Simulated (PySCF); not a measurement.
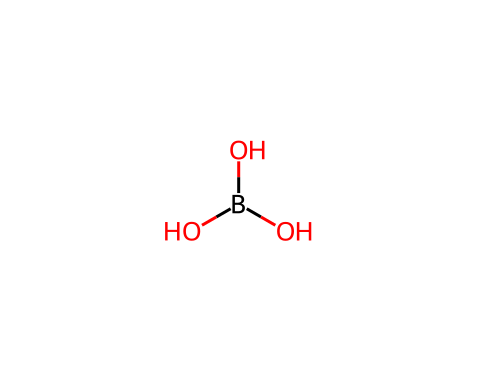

Skeletal drawing of a molecule.

**Give its SMILES.**

OB(O)O

**What is the molecular formula?**

BH3O3.

**An optimisation with PBE0-D3(BJ)/def2-SVP gave a structure of which point group?**

Cs.

The parts below concern this one geometry. Atoms keep their numbers from picture to picture. The computed structure is the end point of a PBE0-D3(BJ)/def2-SVP optimisation. No frequency run is at hand to confirm it as a minimum.

### Core levels

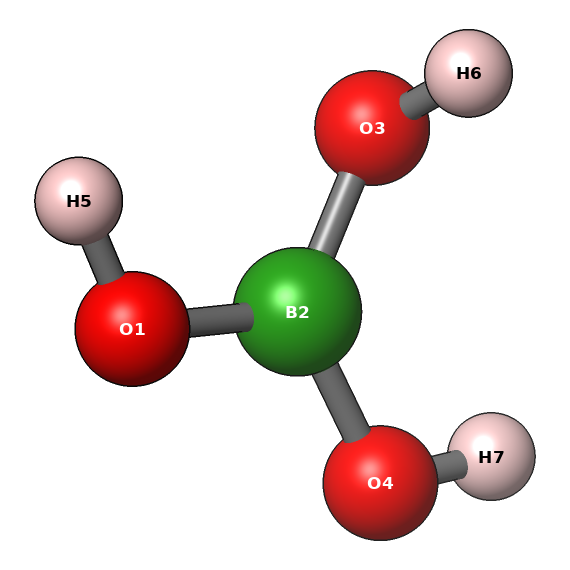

No frequency run is at hand to confirm it as a minimum. Properties computed with delta-SCF UKS SCAN, pcX-2 on the ionised atom, pcseg-1 elsewhere, spin-free X2C (PySCF 2.14.0).

Give the core-electron binding energies (to vacuum) of O1 1s, B2 1s.

```json
{"atom": "O1", "level": "1s", "binding energy (eV)": "539.2"}
{"atom": "B2", "level": "1s", "binding energy (eV)": "198.6"}
```

### Quadrupole coupling

No frequency run is at hand to confirm it as a minimum. Electric field gradients from the ground-state density, B3LYP/pcJ-1 (PySCF 2.14.0), non-relativistic apart from any core potentials.

Give the largest field-gradient component, the quadrupole coupling constant and the asymmetry for 17O at O1 (Q = −25.6 mb), 11B at B2 (Q = 40.59 mb), 17O at O3 (Q = −25.6 mb).

```tsv
atom	V_zz (a.u.)	e²qQ/h (MHz)	η
O1	1.400	−8.42	0.23
B2	0.283	2.70	0.23
O3	1.634	−9.83	0.79
```

### Bond orders

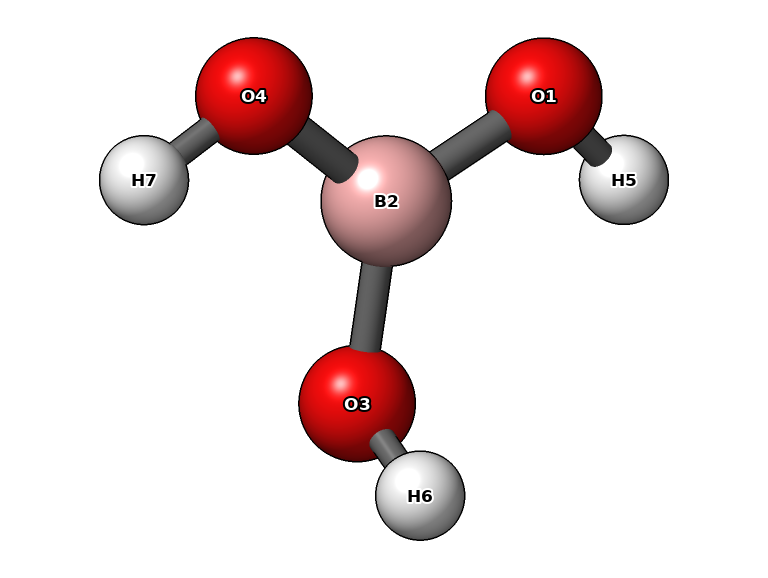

The thickness of each stick grows with its Mayer bond order. No frequency run is at hand to confirm it as a minimum. Method: PBE0/pcSseg-1 (PySCF 2.14.0).

**Which bond has the highest Mayer bond order?**

O1–B2 and B2–O4, 1.22, at a length of 1.360 Å.

List the Mayer bond orders of B2–O3, O1–B2, O3–H6, O1–H5 (one bond of each equivalent set).

```csv
bond,Mayer order,length (Å)
B2–O3,1.09,1.389
O1–B2,1.22,1.360
O3–H6,0.93,0.960
O1–H5,0.94,0.961
```
